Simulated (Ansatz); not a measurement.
HN2Si (doublet)

The calculation's input:

```
crystal:
  periodic: [false, false, false]
  atoms:
    - {symbol: N, position_ang: [-1.740253, -1.722907, 0.882895]}
    - {symbol: N, position_ang: [-1.602007, -1.906354, 2.001107]}
    - {symbol: Si, position_ang: [-1.075581, -2.090500, 3.755538]}
    - {symbol: H, position_ang: [-2.496027, -2.621693, 4.025496]}
basis:
  gaussian:
    orbitals: def2-TZVPD
hamiltonian:
  xc: pbe0
output: {forces: true, orbitals: {seedname: orbitals}}
magnetization:
  spin_polarized: true
  initial_magnetization: 1
```

Command:

```sh
ansatz run input.yaml --threads 1 --pin off --max-ram 2610MiB --events-out events.jsonl --progress --plain --runs-dir runs
```

Geometry: PBE-D3(BJ)/def2-SVP.

These are results of Ansatz, isolated molecule in a Gaussian basis; Kohn-Sham density functional theory, functional PBE0, not measurements.

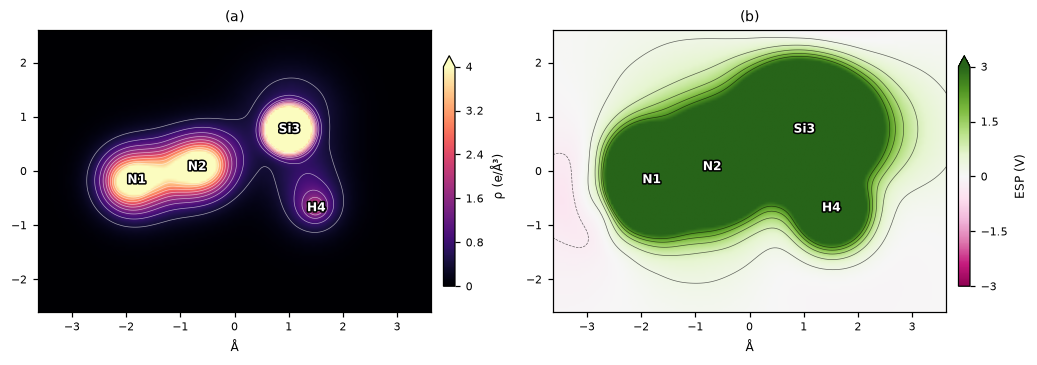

Figure 1. (a) electron density; (b) molecular electrostatic potential on the molecular plane.

> Interpret the plot.

The section cuts through N, Si and H sites. N–N (1.14 Å): the density is about 4.1 e/Å³ at the midpoint. Si–N (1.84 Å): ρ at the midpoint is about 0.74 e/Å³. Si–H (1.54 Å): ρ at the midpoint is about 0.74 e/Å³. Outside the dense part of the molecule the potential is most negative (−0.4 V) near N1.

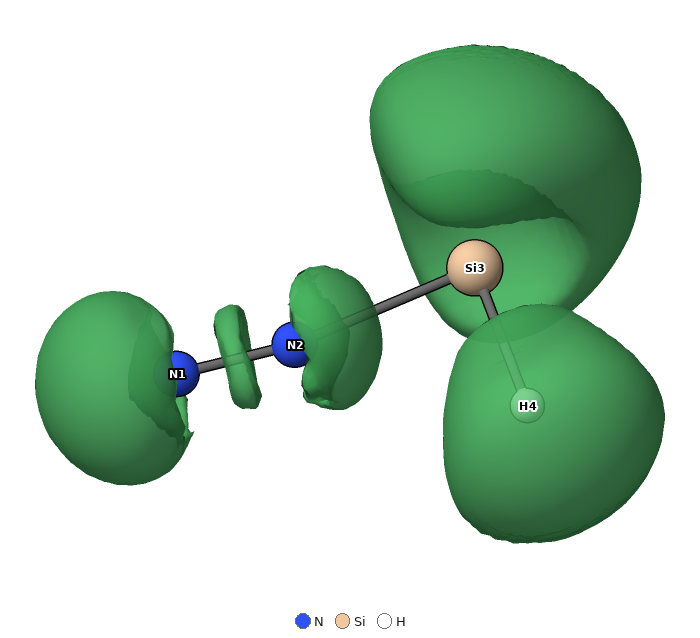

Figure 2. Isosurface of the ELF at 0.8 (green), seen at a tilt. Core shells and regions of very low density are left out.

> Identify the bonds, lone pairs and shells in this picture.

The surface consists of one region between bonded N–N atoms (shared pairs), one region between bonded N–Si atoms (shared pairs), one region around a hydrogen nucleus, one lobe on N, pointing away from the bonds (non-bonding electrons) and one lobe on Si, pointing away from the bonds (non-bonding electrons). Along the contacts the grid gives the following. N–N (1.14 Å): the ELF peaks at about 0.85 between the atoms (a short, multiple covalent bond). Si–N (1.84 Å): the ELF peaks at about 0.95 between the atoms; a polar covalent bond.

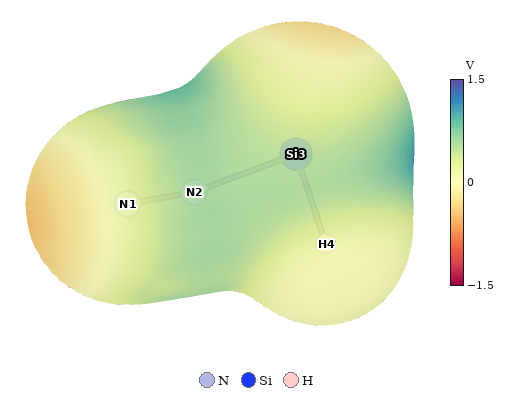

Figure 3. The molecular electrostatic potential painted on the density surface at 0.002 e/bohr³, seen at a tilt; the colour scale runs from red (negative) to blue (positive).

> Where is the surface potential most negative and most positive?

The most negative region (about −0.4 V) lies over N1, the most positive (about +1.1 V) over Si3.

> What dipole moment does the calculation give?

Its dipole moment is 0.24 D.
